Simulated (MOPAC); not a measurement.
## Geometry relaxation, with input and output: Si₂Cl₃OF₃ (part 3 of 4)

Si₂Cl₃OF₃; PM7, closed shell, dispersion built in (MOPAC 23.2.5). The atoms were displaced at random from an optimised geometry.

Geometry of the input (Å):
```
F  -2.3269  0.0405  0.9935
Si -0.8866  0.6154  1.1951
F  -0.2185  -0.0639  2.4284
F  -0.9866  2.1500  1.4714
O  0.0010  0.3848  -0.1126
Si 0.8590  -0.5190  -1.1550
Cl 2.6102  -1.0633  -0.3136
Cl -0.2294  -2.1449  -1.6736
Cl 1.2055  0.6266  -2.8088
```

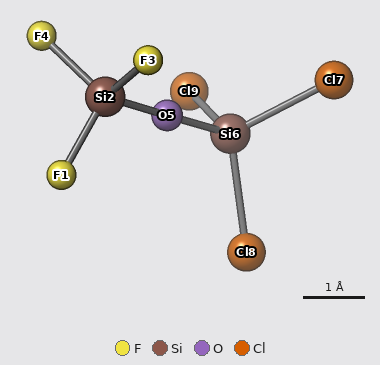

Figure 1. The geometry at step 75 of the log (ball-and-stick view, seen at a tilt; atoms are numbered from 1 in the order of the input).

**Trajectory as extended XYZ, continued**
```
9
Properties=species:S:1:pos:R:3:forces:R:3 step=53 energy=-21.40973
F    -2.3376    0.0959    1.1073    0.0003  -0.0007   0.0007
Si   -0.8733    0.6106    1.1959    0.0004   0.0001   0.0003
F    -0.2788    0.1897    2.5694    0.0009   0.0007   0.0000
F    -0.8838    2.1629    1.1113   -0.0012   0.0000  -0.0005
O    -0.0255    0.0166    0.0402   -0.0003   0.0000  -0.0007
Si    0.8381   -0.5858   -1.1303    0.0005   0.0000   0.0001
Cl    2.6185   -1.1366   -0.4090    0.0002  -0.0006   0.0001
Cl   -0.1087   -2.1735   -1.8893   -0.0013   0.0004  -0.0001
Cl    1.0776    0.8041   -2.5459    0.0006   0.0002   0.0001
9
Properties=species:S:1:pos:R:3:forces:R:3 step=54 energy=-21.40972
F    -2.3377    0.0949    1.1131    0.0010  -0.0005  -0.0002
Si   -0.8734    0.6106    1.1958   -0.0008  -0.0003   0.0002
F    -0.2736    0.1913    2.5675   -0.0004   0.0008  -0.0006
F    -0.8852    2.1628    1.1099   -0.0013   0.0000  -0.0003
O    -0.0294    0.0161    0.0375    0.0027  -0.0001   0.0017
Si    0.8370   -0.5860   -1.1310    0.0000  -0.0002  -0.0004
Cl    2.6156   -1.1368   -0.4050    0.0005  -0.0005  -0.0009
Cl   -0.1073   -2.1737   -1.8929   -0.0020   0.0009   0.0004
Cl    1.0800    0.8045   -2.5456    0.0004  -0.0001   0.0001
9
Properties=species:S:1:pos:R:3:forces:R:3 step=56 energy=-21.40972
F    -2.3375    0.0965    1.1027    0.0014  -0.0002   0.0009
Si   -0.8732    0.6106    1.1960    0.0003  -0.0003   0.0010
F    -0.2831    0.1886    2.5710    0.0009   0.0008  -0.0008
F    -0.8830    2.1629    1.1123   -0.0010  -0.0001  -0.0004
O    -0.0222    0.0170    0.0424   -0.0016   0.0001  -0.0016
Si    0.8390   -0.5857   -1.1297    0.0008   0.0002   0.0004
Cl    2.6210   -1.1366   -0.4123   -0.0006  -0.0007   0.0004
Cl   -0.1101   -2.1732   -1.8863   -0.0005   0.0001  -0.0002
Cl    1.0759    0.8039   -2.5462    0.0004   0.0002   0.0003
9
Properties=species:S:1:pos:R:3:forces:R:3 step=57 energy=-21.40973
F    -2.3375    0.0957    1.1075    0.0003  -0.0006   0.0001
Si   -0.8733    0.6106    1.1959    0.0002   0.0002   0.0001
F    -0.2787    0.1899    2.5694    0.0004   0.0005   0.0002
F    -0.8840    2.1628    1.1112   -0.0011   0.0000  -0.0003
O    -0.0255    0.0166    0.0402    0.0007   0.0001   0.0001
Si    0.8381   -0.5858   -1.1303    0.0003   0.0000  -0.0001
Cl    2.6185   -1.1367   -0.4090    0.0002  -0.0007  -0.0002
Cl   -0.1088   -2.1734   -1.8894   -0.0013   0.0004   0.0001
Cl    1.0778    0.8041   -2.5459    0.0003   0.0002   0.0001
9
Properties=species:S:1:pos:R:3:forces:R:3 step=59 energy=-21.40973
F    -2.3371    0.0943    1.1076    0.0034  -0.0001   0.0010
Si   -0.8732    0.6104    1.1960   -0.0027   0.0002  -0.0010
F    -0.2785    0.1907    2.5697    0.0006   0.0012  -0.0019
F    -0.8853    2.1627    1.1106   -0.0013  -0.0012   0.0001
O    -0.0250    0.0169    0.0402    0.0011   0.0008   0.0012
Si    0.8382   -0.5857   -1.1303   -0.0002   0.0012   0.0005
Cl    2.6186   -1.1371   -0.4091   -0.0001  -0.0017  -0.0002
Cl   -0.1100   -2.1726   -1.8891   -0.0007  -0.0003  -0.0005
Cl    1.0789    0.8041   -2.5461   -0.0001  -0.0001   0.0007
9
Properties=species:S:1:pos:R:3:forces:R:3 step=60 energy=-21.40941
F    -2.3296    0.0705    1.1117    0.0530   0.0163   0.0099
Si   -0.8715    0.6080    1.1977   -0.0484   0.0053  -0.0155
F    -0.2724    0.2049    2.5751   -0.0032   0.0068  -0.0359
F    -0.9072    2.1599    1.1010    0.0020  -0.0246   0.0109
O    -0.0190    0.0227    0.0405    0.0069   0.0058   0.0217
Si    0.8407   -0.5835   -1.1313   -0.0083   0.0171   0.0074
Cl    2.6183   -1.1439   -0.4105   -0.0057  -0.0134  -0.0016
Cl   -0.1290   -2.1591   -1.8862    0.0138  -0.0079  -0.0072
Cl    1.0966    0.8029   -2.5483   -0.0102  -0.0055   0.0103
9
Properties=species:S:1:pos:R:3:forces:R:3 step=62 energy=-21.40973
F    -2.3354    0.0889    1.1091    0.0117   0.0023   0.0025
Si   -0.8729    0.6099    1.1963   -0.0104   0.0000  -0.0033
F    -0.2768    0.1948    2.5710    0.0000   0.0022  -0.0085
F    -0.8905    2.1620    1.1075   -0.0003  -0.0035   0.0021
O    -0.0238    0.0175    0.0406    0.0023   0.0021   0.0053
Si    0.8388   -0.5854   -1.1304   -0.0021   0.0040   0.0017
Cl    2.6186   -1.1391   -0.4096   -0.0016  -0.0042  -0.0004
Cl   -0.1142   -2.1695   -1.8890    0.0028  -0.0018  -0.0019
Cl    1.0828    0.8043   -2.5458   -0.0022  -0.0011   0.0025
9
Properties=species:S:1:pos:R:3:forces:R:3 step=63 energy=-21.40974
F    -2.3357    0.0894    1.1099    0.0091   0.0018   0.0018
Si   -0.8731    0.6100    1.1962   -0.0077   0.0014  -0.0020
F    -0.2765    0.1955    2.5708    0.0000   0.0018  -0.0062
F    -0.8901    2.1620    1.1066   -0.0003  -0.0038   0.0015
O    -0.0242    0.0165    0.0409    0.0019   0.0012   0.0035
Si    0.8387   -0.5857   -1.1302   -0.0021   0.0025   0.0007
Cl    2.6186   -1.1395   -0.4097   -0.0018  -0.0034  -0.0001
Cl   -0.1134   -2.1698   -1.8900    0.0028  -0.0007  -0.0012
Cl    1.0822    0.8049   -2.5448   -0.0020  -0.0008   0.0021
9
Properties=species:S:1:pos:R:3:forces:R:3 step=65 energy=-21.40976
F    -2.3360    0.0894    1.1135    0.0013  -0.0004  -0.0001
Si   -0.8735    0.6102    1.1958    0.0005   0.0002   0.0005
F    -0.2746    0.1993    2.5704    0.0007   0.0010   0.0000
F    -0.8903    2.1620    1.1025   -0.0012  -0.0009   0.0000
O    -0.0256    0.0132    0.0418    0.0014   0.0023  -0.0007
Si    0.8383   -0.5866   -1.1298   -0.0005   0.0004   0.0004
Cl    2.6180   -1.1414   -0.4096   -0.0020  -0.0019   0.0005
Cl   -0.1115   -2.1701   -1.8936    0.0007  -0.0010  -0.0008
Cl    1.0815    0.8071   -2.5413   -0.0008   0.0003   0.0003
9
Properties=species:S:1:pos:R:3:forces:R:3 step=66 energy=-21.40976
F    -2.3357    0.0881    1.1146    0.0024  -0.0006  -0.0002
Si   -0.8735    0.6101    1.1959    0.0001   0.0004  -0.0002
F    -0.2736    0.2007    2.5704    0.0008   0.0009  -0.0001
F    -0.8916    2.1618    1.1013   -0.0019  -0.0012   0.0005
O    -0.0257    0.0131    0.0417    0.0018   0.0031  -0.0005
Si    0.8383   -0.5866   -1.1298   -0.0007   0.0007   0.0005
Cl    2.6177   -1.1421   -0.4094   -0.0022  -0.0023   0.0006
Cl   -0.1120   -2.1695   -1.8943    0.0007  -0.0010  -0.0008
Cl    1.0824    0.8074   -2.5408   -0.0009   0.0000   0.0003
9
Properties=species:S:1:pos:R:3:forces:R:3 step=68 energy=-21.40980
F    -2.3327    0.0767    1.1248    0.0098   0.0029  -0.0013
Si   -0.8738    0.6098    1.1960   -0.0029   0.0041  -0.0040
F    -0.2644    0.2126    2.5700   -0.0007   0.0001  -0.0014
F    -0.9031    2.1609    1.0921   -0.0029  -0.0061   0.0035
O    -0.0269    0.0132    0.0409    0.0023   0.0009   0.0014
Si    0.8381   -0.5866   -1.1300   -0.0030   0.0015  -0.0003
Cl    2.6144   -1.1488   -0.4072   -0.0032  -0.0036   0.0011
Cl   -0.1162   -2.1646   -1.9000    0.0035   0.0014   0.0004
Cl    1.0905    0.8099   -2.5370   -0.0029  -0.0013   0.0005
9
Properties=species:S:1:pos:R:3:forces:R:3 step=69 energy=-21.40977
F    -2.3310    0.0734    1.1216    0.0085   0.0019   0.0013
Si   -0.8735    0.6100    1.1960   -0.0047   0.0013  -0.0091
F    -0.2627    0.2066    2.5675    0.0004   0.0010   0.0010
F    -0.9074    2.1613    1.1009   -0.0018   0.0006   0.0020
O    -0.0255    0.0221    0.0373    0.0014  -0.0042   0.0038
Si    0.8381   -0.5843   -1.1312    0.0023   0.0068   0.0045
Cl    2.6129   -1.1472   -0.4049   -0.0028  -0.0046   0.0003
Cl   -0.1197   -2.1632   -1.8941    0.0010  -0.0038  -0.0037
Cl    1.0951    0.8052   -2.5441   -0.0043   0.0010  -0.0001
9
Properties=species:S:1:pos:R:3:forces:R:3 step=71 energy=-21.40983
F    -2.3296    0.0676    1.1309    0.0070   0.0017  -0.0008
Si   -0.8739    0.6099    1.1958    0.0000   0.0001   0.0002
F    -0.2563    0.2183    2.5678   -0.0025   0.0013  -0.0025
F    -0.9133    2.1605    1.0902   -0.0026  -0.0001   0.0021
O    -0.0275    0.0168    0.0385    0.0017   0.0002   0.0018
Si    0.8377   -0.5856   -1.1307    0.0018   0.0016   0.0010
Cl    2.6108   -1.1532   -0.4039   -0.0033  -0.0033   0.0003
Cl   -0.1197   -2.1608   -1.9018    0.0017  -0.0011  -0.0022
Cl    1.0979    0.8098   -2.5375   -0.0037  -0.0003   0.0001
9
Properties=species:S:1:pos:R:3:forces:R:3 step=72 energy=-21.40985
F    -2.3288    0.0656    1.1331    0.0046   0.0000  -0.0004
Si   -0.8739    0.6100    1.1957    0.0013   0.0006  -0.0003
F    -0.2545    0.2213    2.5677   -0.0009   0.0015  -0.0009
F    -0.9156    2.1603    1.0881   -0.0031   0.0001   0.0008
O    -0.0279    0.0161    0.0386    0.0016   0.0010   0.0015
Si    0.8377   -0.5857   -1.1307    0.0002   0.0004   0.0003
Cl    2.6100   -1.1549   -0.4034   -0.0025  -0.0035   0.0005
Cl   -0.1200   -2.1600   -1.9036    0.0020   0.0003  -0.0019
Cl    1.0989    0.8107   -2.5363   -0.0032  -0.0005   0.0005
9
Properties=species:S:1:pos:R:3:forces:R:3 step=74 energy=-21.40995
F    -2.3195    0.0392    1.1562    0.0124   0.0045  -0.0003
Si   -0.8737    0.6102    1.1956   -0.0034   0.0053   0.0053
F    -0.2329    0.2519    2.5663   -0.0055   0.0028  -0.0096
F    -0.9442    2.1583    1.0675   -0.0014  -0.0146   0.0009
O    -0.0299    0.0146    0.0377    0.0017   0.0055   0.0041
Si    0.8372   -0.5861   -1.1310   -0.0029  -0.0025  -0.0020
Cl    2.6012   -1.1733   -0.3977   -0.0017  -0.0019  -0.0010
Cl   -0.1275   -2.1489   -1.9191    0.0034   0.0042   0.0001
Cl    1.1152    0.8175   -2.5263   -0.0026  -0.0032   0.0025
9
Properties=species:S:1:pos:R:3:forces:R:3 step=75 energy=-21.40999
F    -2.3159    0.0304    1.1630    0.0115   0.0049  -0.0004
Si   -0.8735    0.6104    1.1955   -0.0062   0.0026   0.0059
F    -0.2262    0.2616    2.5656   -0.0048   0.0019  -0.0082
F    -0.9541    2.1574    1.0616   -0.0002  -0.0118   0.0001
O    -0.0301    0.0148    0.0374    0.0030   0.0056   0.0032
Si    0.8372   -0.5861   -1.1312   -0.0019  -0.0015  -0.0006
Cl    2.5982   -1.1795   -0.3959   -0.0014  -0.0008  -0.0018
Cl   -0.1301   -2.1449   -1.9235    0.0017   0.0020  -0.0006
Cl    1.1205    0.8193   -2.5235   -0.0016  -0.0030   0.0023
9
Properties=species:S:1:pos:R:3:forces:R:3 step=76 energy=-21.40999
F    -2.3148    0.0305    1.1611   -0.0114  -0.0057  -0.0004
Si   -0.8731    0.6106    1.1956    0.0009  -0.0054  -0.0078
F    -0.2279    0.2614    2.5658    0.0073  -0.0034   0.0124
F    -0.9547    2.1570    1.0628   -0.0001   0.0130  -0.0037
O    -0.0286    0.0159    0.0379    0.0053   0.0036   0.0006
Si    0.8375   -0.5859   -1.1310   -0.0034   0.0006   0.0021
Cl    2.5985   -1.1800   -0.3966    0.0026  -0.0014  -0.0003
Cl   -0.1303   -2.1445   -1.9226   -0.0019  -0.0025  -0.0021
Cl    1.1196    0.8188   -2.5239    0.0007   0.0011  -0.0009
9
Properties=species:S:1:pos:R:3:forces:R:3 step=78 energy=-21.41005
F    -2.3095    0.0154    1.1697    0.0100   0.0034   0.0009
Si   -0.8732    0.6105    1.1959   -0.0048   0.0051   0.0065
F    -0.2198    0.2767    2.5670   -0.0056   0.0038  -0.0135
F    -0.9708    2.1557    1.0521    0.0009  -0.0127   0.0025
O    -0.0262    0.0172    0.0392    0.0019   0.0005   0.0034
Si    0.8381   -0.5857   -1.1305   -0.0018  -0.0009  -0.0026
Cl    2.5961   -1.1899   -0.3968   -0.0028  -0.0009  -0.0011
Cl   -0.1369   -2.1374   -1.9277    0.0028   0.0033   0.0021
Cl    1.1285    0.8215   -2.5195   -0.0006  -0.0016   0.0019
9
Properties=species:S:1:pos:R:3:forces:R:3 step=79 energy=-21.41008
F    -2.3070    0.0101    1.1732    0.0057   0.0022   0.0007
Si   -0.8730    0.6107    1.1959   -0.0033   0.0028   0.0044
F    -0.2168    0.2832    2.5670   -0.0034   0.0030  -0.0095
F    -0.9769    2.1551    1.0480    0.0015  -0.0095   0.0014
O    -0.0253    0.0171    0.0400    0.0013   0.0008   0.0022
Si    0.8383   -0.5858   -1.1303   -0.0012  -0.0007  -0.0017
Cl    2.5949   -1.1944   -0.3967   -0.0023   0.0001  -0.0013
Cl   -0.1386   -2.1348   -1.9303    0.0013   0.0024   0.0021
Cl    1.1310    0.8228   -2.5173    0.0004  -0.0011   0.0017
9
Properties=species:S:1:pos:R:3:forces:R:3 step=81 energy=-21.41010
F    -2.3040    0.0039    1.1762   -0.0032  -0.0024   0.0010
Si   -0.8729    0.6109    1.1959   -0.0006  -0.0042  -0.0039
F    -0.2138    0.2894    2.5665    0.0035   0.0007   0.0042
F    -0.9838    2.1540    1.0448   -0.0003   0.0053  -0.0014
O    -0.0239    0.0182    0.0404    0.0009  -0.0003   0.0003
Si    0.8385   -0.5856   -1.1302    0.0001   0.0026   0.0017
Cl    2.5933   -1.1987   -0.3965    0.0008  -0.0003  -0.0004
Cl   -0.1409   -2.1317   -1.9319   -0.0030  -0.0030  -0.0010
Cl    1.1342    0.8237   -2.5157    0.0018   0.0015  -0.0006
9
Properties=species:S:1:pos:R:3:forces:R:3 step=82 energy=-21.41012
F    -2.3017   -0.0018    1.1801    0.0008   0.0005   0.0008
Si   -0.8729    0.6109    1.1959   -0.0011  -0.0003   0.0001
F    -0.2104    0.2962    2.5667   -0.0003   0.0013  -0.0024
F    -0.9901    2.1533    1.0402    0.0013  -0.0029   0.0004
O    -0.0232    0.0181    0.0410   -0.0005   0.0000   0.0006
Si    0.8387   -0.5856   -1.1300   -0.0005   0.0013   0.0003
Cl    2.5921   -1.2030   -0.3964    0.0002   0.0004  -0.0007
Cl   -0.1430   -2.1290   -1.9345   -0.0014  -0.0007   0.0006
Cl    1.1374    0.8252   -2.5134    0.0016   0.0003   0.0003
9
Properties=species:S:1:pos:R:3:forces:R:3 step=84 energy=-21.41013
F    -2.3007   -0.0043    1.1818    0.0014   0.0001   0.0012
Si   -0.8730    0.6109    1.1959   -0.0009   0.0003   0.0004
F    -0.2088    0.2988    2.5665   -0.0003   0.0018  -0.0026
F    -0.9928    2.1529    1.0386    0.0004  -0.0031   0.0000
O    -0.0231    0.0183    0.0410   -0.0006  -0.0002   0.0007
Si    0.8388   -0.5855   -1.1300   -0.0005   0.0009   0.0001
Cl    2.5914   -1.2046   -0.3962    0.0003   0.0000  -0.0005
Cl   -0.1441   -2.1279   -1.9353   -0.0012  -0.0001   0.0003
Cl    1.1392    0.8256   -2.5127    0.0014   0.0002   0.0004
9
Properties=species:S:1:pos:R:3:forces:R:3 step=85 energy=-21.41012
F    -2.2857   -0.0408    1.2090    0.0252   0.0128   0.0032
Si   -0.8733    0.6103    1.1958    0.0007   0.0306   0.0327
F    -0.1850    0.3417    2.5652   -0.0255   0.0080  -0.0461
F    -1.0329    2.1472    1.0111    0.0039  -0.0541   0.0065
O    -0.0213    0.0175    0.0426   -0.0058   0.0039   0.0034
Si    0.8394   -0.5853   -1.1298   -0.0102  -0.0121  -0.0121
Cl    2.5817   -1.2298   -0.3937    0.0023  -0.0013   0.0002
Cl   -0.1579   -2.1111   -1.9516    0.0118   0.0192   0.0076
Cl    1.1622    0.8344   -2.4989   -0.0024  -0.0072   0.0046
9
Properties=species:S:1:pos:R:3:forces:R:3 step=87 energy=-21.41021
F    -2.2850   -0.0406    1.2073    0.0016   0.0011   0.0016
Si   -0.8732    0.6105    1.1957    0.0038   0.0084   0.0010
F    -0.1857    0.3380    2.5632   -0.0027  -0.0009  -0.0015
F    -1.0332    2.1465    1.0157   -0.0005  -0.0066  -0.0001
O    -0.0209    0.0214    0.0409   -0.0043  -0.0007   0.0003
Si    0.8393   -0.5844   -1.1303   -0.0032  -0.0032  -0.0010
Cl    2.5811   -1.2285   -0.3929    0.0050  -0.0016   0.0015
Cl   -0.1585   -2.1108   -1.9483    0.0021   0.0048  -0.0011
Cl    1.1633    0.8322   -2.5019   -0.0017  -0.0013  -0.0007
9
Properties=species:S:1:pos:R:3:forces:R:3 step=88 energy=-21.41022
F    -2.2855   -0.0390    1.2085   -0.0007   0.0002   0.0017
Si   -0.8731    0.6107    1.1957    0.0053   0.0065   0.0051
F    -0.1859    0.3392    2.5637   -0.0030   0.0003  -0.0047
F    -1.0316    2.1466    1.0139   -0.0005  -0.0066  -0.0010
O    -0.0218    0.0188    0.0416   -0.0030   0.0000  -0.0001
Si    0.8390   -0.5851   -1.1301   -0.0029  -0.0039  -0.0024
Cl    2.5813   -1.2288   -0.3930    0.0033  -0.0002   0.0006
Cl   -0.1567   -2.1115   -1.9505    0.0019   0.0057   0.0004
Cl    1.1615    0.8334   -2.5002   -0.0004  -0.0020   0.0005
9
Properties=species:S:1:pos:R:3:forces:R:3 step=90 energy=-21.41024
F    -2.2845   -0.0410    1.2131    0.0012   0.0014   0.0011
Si   -0.8731    0.6109    1.1957   -0.0002  -0.0011   0.0041
F    -0.1834    0.3441    2.5633   -0.0006   0.0007  -0.0021
F    -1.0342    2.1459    1.0096   -0.0009  -0.0015  -0.0012
O    -0.0231    0.0168    0.0418   -0.0006   0.0004  -0.0008
Si    0.8386   -0.5858   -1.1299    0.0024  -0.0016  -0.0009
Cl    2.5803   -1.2313   -0.3923   -0.0009   0.0019  -0.0009
Cl   -0.1561   -2.1104   -1.9543   -0.0011   0.0020  -0.0002
Cl    1.1624    0.8350   -2.4975    0.0007  -0.0022   0.0010
9
Properties=species:S:1:pos:R:3:forces:R:3 step=91 energy=-21.41024
F    -2.2832   -0.0436    1.2152    0.0005   0.0003   0.0014
Si   -0.8731    0.6108    1.1958    0.0001  -0.0009   0.0024
F    -0.1816    0.3468    2.5629    0.0000   0.0008  -0.0013
F    -1.0373    2.1453    1.0079   -0.0012  -0.0006  -0.0009
O    -0.0231    0.0171    0.0416   -0.0001   0.0002  -0.0006
Si    0.8387   -0.5858   -1.1299    0.0015  -0.0008  -0.0004
Cl    2.5794   -1.2329   -0.3918   -0.0004   0.0010  -0.0004
Cl   -0.1573   -2.1090   -1.9554   -0.0013   0.0012  -0.0005
Cl    1.1643    0.8352   -2.4967    0.0009  -0.0014   0.0001
9
Properties=species:S:1:pos:R:3:forces:R:3 step=93 energy=-21.41028
F    -2.2741   -0.0623    1.2300    0.0034   0.0022   0.0013
Si   -0.8730    0.6108    1.1958   -0.0020   0.0030   0.0021
F    -0.1686    0.3668    2.5603   -0.0028   0.0014  -0.0052
F    -1.0596    2.1415    0.9969    0.0015  -0.0064   0.0011
O    -0.0230    0.0196    0.0403    0.0001  -0.0009   0.0017
Si    0.8388   -0.5852   -1.1302   -0.0021   0.0003  -0.0010
Cl    2.5732   -1.2448   -0.3885    0.0011  -0.0005   0.0002
Cl   -0.1646   -2.0994   -1.9632    0.0005   0.0010   0.0003
Cl    1.1778    0.8374   -2.4920    0.0003   0.0000  -0.0005
9
Properties=species:S:1:pos:R:3:forces:R:3 step=94 energy=-21.41028
F    -2.2742   -0.0619    1.2307    0.0004   0.0004   0.0012
Si   -0.8730    0.6108    1.1958   -0.0008   0.0000  -0.0001
F    -0.1686    0.3673    2.5602    0.0000   0.0011  -0.0013
F    -1.0592    2.1413    0.9962    0.0003  -0.0011  -0.0001
O    -0.0234    0.0187    0.0405    0.0003  -0.0012   0.0009
Si    0.8387   -0.5854   -1.1302   -0.0002   0.0008   0.0002
Cl    2.5732   -1.2449   -0.3885   -0.0002   0.0001  -0.0004
Cl   -0.1641   -2.0996   -1.9639   -0.0003   0.0002  -0.0003
Cl    1.1775    0.8378   -2.4915    0.0005  -0.0003   0.0000
9
Properties=species:S:1:pos:R:3:forces:R:3 step=96 energy=-21.41028
F    -2.2737   -0.0626    1.2339   -0.0055  -0.0023  -0.0010
Si   -0.8731    0.6107    1.1958    0.0009  -0.0066  -0.0030
F    -0.1674    0.3706    2.5599    0.0036  -0.0016   0.0055
F    -1.0601    2.1405    0.9932   -0.0009   0.0081  -0.0001
O    -0.0243    0.0167    0.0409    0.0032   0.0041  -0.0016
Si    0.8384   -0.5858   -1.1301    0.0023   0.0001   0.0021
Cl    2.5727   -1.2463   -0.3883   -0.0018   0.0012  -0.0012
Cl   -0.1636   -2.0990   -1.9663   -0.0022  -0.0019  -0.0001
Cl    1.1779    0.8390   -2.4895    0.0003  -0.0012  -0.0004
```
